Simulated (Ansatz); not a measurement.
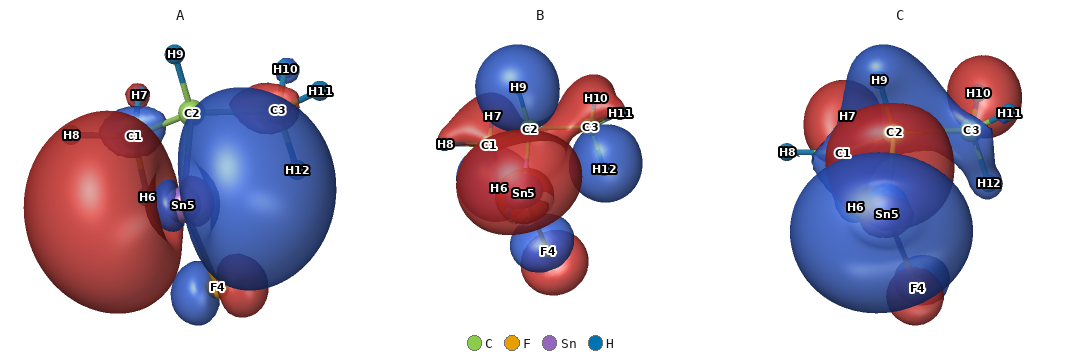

Figure. C₃H₇FSn (SMILES C[CH](C)[Sn][F]). Three frontier orbitals at ±0.08 Å⁻³ᐟ² (red and blue are the two phases), in no order.

Geometry: PBE0-D4/def2-SVP; core potentials replace the inner electrons of Sn.

The calculation used isolated molecule in a Gaussian basis; Kohn-Sham density functional theory, functional PBE0 (Ansatz 0.2.0).

Input

```
crystal:
  periodic: [false, false, false]
  atoms:
    - {symbol: C, position_ang: [-0.615067, 0.384918, 1.120359]}
    - {symbol: C, position_ang: [-0.103420, -0.637097, 0.111034]}
    - {symbol: C, position_ang: [1.224926, -0.213287, -0.506239]}
    - {symbol: F, position_ang: [-1.336392, 1.125412, -1.927875]}
    - {symbol: Sn, position_ang: [-1.597217, -0.788498, -1.524738]}
    - {symbol: H, position_ang: [-0.807645, 1.352807, 0.628890]}
    - {symbol: H, position_ang: [0.123230, 0.564168, 1.923651]}
    - {symbol: H, position_ang: [-1.549542, 0.065952, 1.613428]}
    - {symbol: H, position_ang: [0.000463, -1.626085, 0.592138]}
    - {symbol: H, position_ang: [1.995316, -0.045014, 0.268790]}
    - {symbol: H, position_ang: [1.632585, -0.968391, -1.200336]}
    - {symbol: H, position_ang: [1.109661, 0.729915, -1.065303]}
basis:
  gaussian: {orbitals: def2-SVPD}
hamiltonian: {xc: {name: PBE0}}
magnetization: {spin_polarized: false}
output: {forces: true, orbitals: {seedname: orbitals}}
```

Launched as:

```sh
ansatz run input.yaml --threads 2 --pin off --max-ram 5220MiB --events-out events.jsonl --progress --plain --runs-dir runs
```

> Which picture is the HOMO−1, the HOMO and the LUMO?

B is the HOMO−1 (−9.18 eV). Its weight (Hirshfeld) is mainly on Sn5 (about 25 %), F4 (about 20 %), C2 (about 15 %), H9 (about 10 %), C3 (about 10 %) and C1 (about 10 %). C is the HOMO (−6.23 eV). It lies mainly on Sn5 (about 45 %) and C2 (about 30 %). A is the LUMO (−2.61 eV). It lies mainly on Sn5 (about 85 %).

> What is the HOMO–LUMO gap?

3.62 eV between the orbital energies.
